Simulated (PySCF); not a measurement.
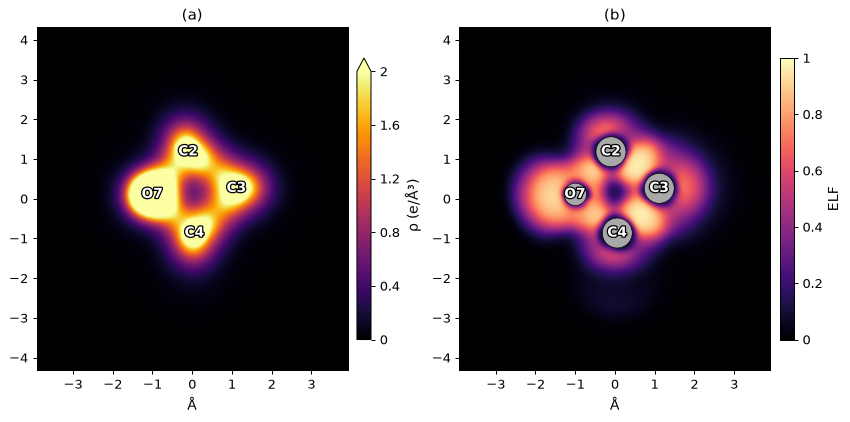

Figure 1: C3H7FO2Si. (a) total electron density; (b) ELF on the plane of atoms C3, C4 and O7. Grey discs cover the atomic cores in the ELF map.

Geometry: GFN2-xTB.

Level of theory: PBE0/pcSseg-1, SCF density, gas phase, non-relativistic in PySCF 2.14.0.

```tsv
atom	x (Å)	y (Å)	z (Å)
F	-0.9805	1.9279	0.4720
C	-1.4713	0.7565	-0.0318
C	-1.1649	-0.4590	0.8361
C	-0.3139	-0.9028	-0.3722
O	1.0159	-1.0233	-0.1619
Si	2.1140	0.1937	-0.3061
O	-0.6962	0.2786	-1.0928
H	-2.5123	0.9579	-0.3136
H	-0.5673	-0.2241	1.7122
H	-2.0092	-1.0895	1.0920
H	-0.6762	-1.8000	-0.8924
H	2.1754	0.6729	-1.6827
H	1.8157	1.2966	0.6071
H	3.2701	-0.5858	0.1120
```

**Interpret the plot.**

Atoms in the plane: C and O. C–C (1.52 Å): ρ at the midpoint is about 1.7 e/Å³; the ELF peaks at about 0.95 between the atoms (localised, covalent bonding). C–O (1.40 Å): ρ is about 2.2 e/Å³ halfway, with its minimum of 1.9 e/Å³ about 0.5 Å from C; the ELF peaks at about 0.90 between the atoms; a shared but strongly polarised pair. The ELF also peaks beside O7, away from the bonds: lone-pair regions.
